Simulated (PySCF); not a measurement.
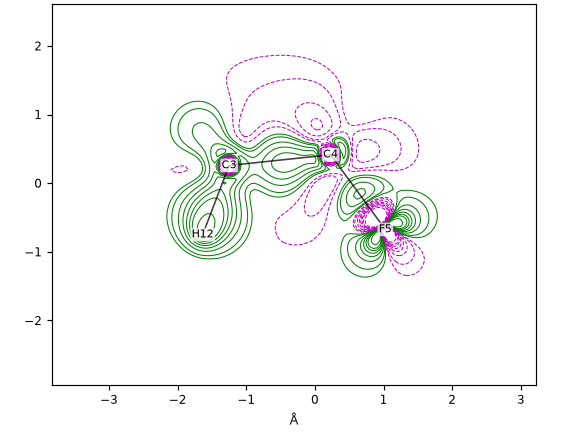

Figure 1: C4H6F2, SMILES `CC1CC1(F)F`. Deformation density (molecule less spherical, spin-averaged free atoms) in the plane of C3, C4, F5 and H12; contours at ±0.05 to ±0.8 e/Å³; solid green lines: gain, dashed magenta lines: loss.

Level of theory: CAM-B3LYP/def2-TZVP (PySCF), at a geometry from GFN2-xTB. No frequency check shows the geometry to be a minimum.

Coordinates in Å:

```
C1      -1.9904    0.3329    0.3106
C2      -0.7557   -0.5301    0.3736
C3      -0.0766   -0.9813   -0.9079
C4       0.5669    0.0259   -0.0234
F5       0.6864    1.3066   -0.4294
F6       1.6787   -0.2964    0.6724
H7      -2.1273    0.8652    1.2495
H8      -1.9046    1.0635   -0.4898
H9      -2.8686   -0.2837    0.1305
H10     -0.7333   -1.2306    1.1995
H11      0.3610   -1.9660   -0.9505
H12     -0.4780   -0.6251   -1.8440
```

### How much density has each bond in this plane gained at its critical point, relative to the free atoms?

C3–H12: +0.77 e/Å³ at the bond critical point (bond length 1.08 Å, Mayer order 0.9). C3–C4: +0.49 e/Å³ at the bond critical point (bond length 1.49 Å, Mayer order 1.0). C4–F5: +0.06 e/Å³ at the bond critical point (bond length 1.35 Å, Mayer order 1.1); up to 0.6 Å beside the axis the gain reaches +0.32 e/Å³. In all, 2.7 electrons gather in the regions of gain relative to the promolecule. A small or negative value marks a very polar bond, one between electron-rich atoms, whose free-atom densities already overlap strongly, a long bond to a heavier atom, or a closed-shell contact such as a hydrogen bond.
